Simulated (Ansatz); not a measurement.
Take BN in the zinc blende structure (space group F-43m, No. 216; a = 3.605 Å) as the base.

One thing is altered: As replaces 50.0 % of the N, ordered in a cell of 8 atoms (starting symmetry P-4m2) and fully relaxed.

Computed with PBEsol (Ansatz, a quantum-chemistry and plane-wave program; PAW; 420 eV plane waves; without spin-orbit coupling), earlier PAW set.

The zone is the changed cell's own and can be folded.

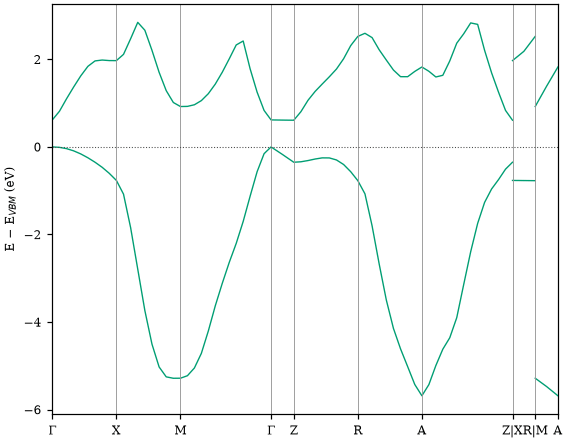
Highest valence and lowest conduction band along the path of the changed cell's own zone

Question: Read the changed gap and its character from the plot.

Answer: About 0.6 eV, indirect, Γ → Z.

Each cell is one ordered arrangement of few atoms, which overstates ordering effects compared with a random alloy. Stability against distortions was not tested. Labels are those of the standard path for the cell's own space group.
